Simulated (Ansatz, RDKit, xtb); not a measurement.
**CH8N2OSi2: ranking a sample of isomers**

A sample of isomers of CH8N2OSi2 is drawn. Aim: find which of them has the lowest free energy at 298.15 K, then its properties. The sample is small against all isomers, and the most stable one of this formula need not be in it.

Plan: many cheap relaxations first (GFN2-xTB), then density-functional screening, relaxation at B3LYP-D3(BJ)/def2-SVP, vibrations (at GFN2-xTB) and a final energy. The numbers are computed, not measured.

## Step 1: Possible bonding patterns

Isomers were taken from a list of plausible structures; this is a sample, not all of them. That gives 4 candidates.

```
label                SMILES     spin
 c462   NN([SiH3])[SiH2]C=O  singlet
 c866   N[SiH2]N([SiH3])C=O  singlet
 c889     N[SiH2]N[SiH2]C=O  singlet
 c958  N[Si@@H](C=O)N[SiH3]  singlet
```

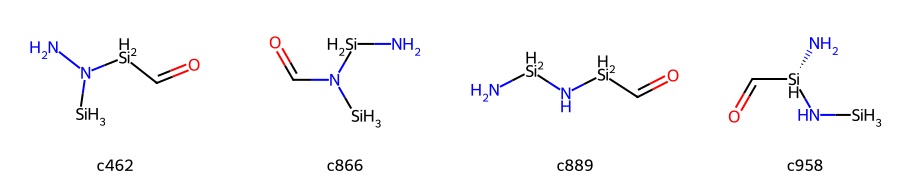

Structural formulas of the candidates.

Candidates are built by distance geometry, with a force field where one applies, in up to four conformers (letters a to d).

Q: Predict the outcome of this search (final energies at CCSD(T)/def2-SVP + MP2/def2-TZVPP - MP2/def2-SVP).

| quantity | value |
| --- | --- |
| lowest structure found | N[SiH2]N([SiH3])C=O, singlet |
| next finalist | N[Si@@H](C=O)N[SiH3], singlet, 10.4 kcal/mol higher in G |
| share at equilibrium, among the finalists | 100.0 % |

The search ends on `N[SiH2]N([SiH3])C=O`. The margin of 10.4 kcal/mol over the next finalist is beyond the usual error of the last level; it says nothing of structures that weren't ranked. GFN2-xTB, HF/STO-3G, r2SCAN-D4/def2-SVP, B3LYP-D3(BJ)/def2-SVP, HF/def2-SVP and MP2/def2-SVP already put its bonding pattern lowest among the structures in one piece. 3 minima inside the window were never screened. The search is not exhaustive (a finite list of starts, one conformer a finalist), so a lower isomer can't be ruled out. Only 4 drawn patterns were tried, so whole families of isomers are missing, and the result ranks this sample alone.
